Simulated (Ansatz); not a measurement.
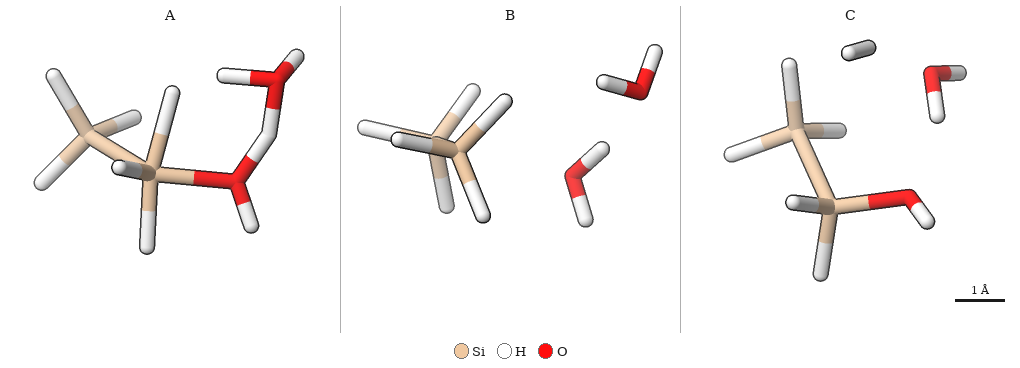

Three geometries of Si₂H₁₀O₂: a saddle point and the two minima that it joins, in shuffled order. The picture is a stick view, seen at a tilt. Sticks join atoms that are closer than about 1.2 times the sum of their covalent radii (a little more with hydrogen).

Stationary points at PBE0-D4/def2-TZVP, single-point energies with wB97M-V, PBE-D4, B97M-V, PBE0-D4 (def2-TZVPP where no basis is named; Ansatz 0.2.0). The energies are electronic, without zero-point or thermal terms, and both ends are the minima reached downhill from the saddle, with any fragments still in contact.

Question: Identify the saddle point and describe the reaction.

Answer: Frame A is the saddle point. Counted by bonded pieces, B holds H₂O + H₂O + Si₂H₆ and C holds H₂ + H₂O + Si₂H₆O. From B over the saddle to C, bonds form: O–Si (3.07 → 1.79 → 1.67 Å), H–H (2.10 → 1.16 → 0.75 Å), H–O (1.85 → 1.17 → 0.97 Å). Bonds break: H–Si (1.49 → 1.73 → 3.84 Å), H–O (0.97 → 1.23 → 1.89 Å), H–O (0.96 → 1.11 → 2.59 Å). The saddle has one imaginary mode, 1163i cm⁻¹. With wB97M-V the barrier is 35.2 kcal/mol from B and 45.2 kcal/mol from C, and C lies 10.0 kcal/mol below B.

```tsv
level	barrier from B (kcal/mol)	barrier from C (kcal/mol)	C less B (kcal/mol)
wB97M-V	35.2	45.2	−10.0
PBE-D4	26.2	34.7	−8.6
B97M-V	31.7	41.1	−9.4
PBE0-D4	30.4	39.0	−8.6
```
